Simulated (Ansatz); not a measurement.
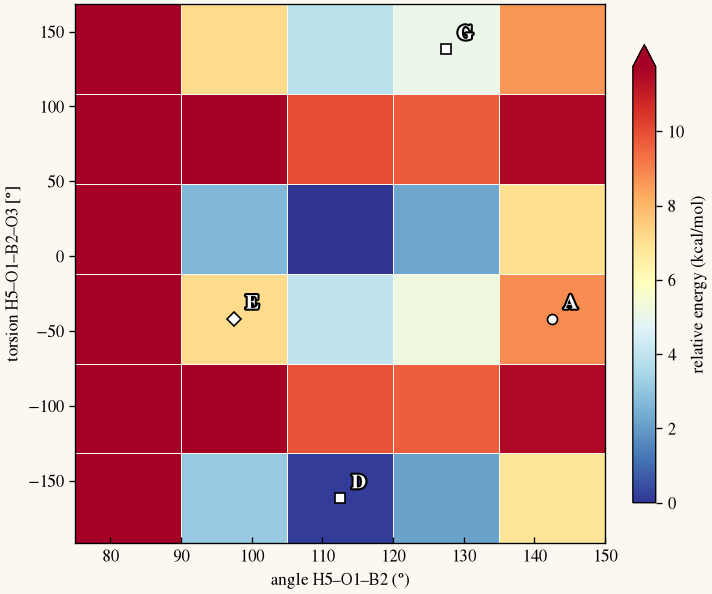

BH5O2Si, SMILES OBO[SiH3]. 
- Two internal coordinates are moved rigidly from the geometry relaxed at PBE0-D4/def2-TZVP, all others fixed.
- First axis: angle H5–O1–B2. Second axis: torsion H5–O1–B2–O3.
- The grid has 5 × 6 points.
- Energies are in kcal/mol, from the lowest grid point.
- These are results of Ansatz, RKS r2SCAN-D4/def2-TZVPP, not measurements.

The picture shows one coloured cell a grid point, one colour for all values above the top of the scale, lettered points.

What kind of point is each of D, E, G: minimum, saddle, maximum or slope?

D: minimum; E: on a slope; G: on a slope. (In these two coordinates alone; a stationary point may lie a little off the grid point.)

Rank the lettered points by energy, lowest first.

D (0.16 kcal/mol), G (5.0 kcal/mol), E (7.1 kcal/mol), A (8.8 kcal/mol).
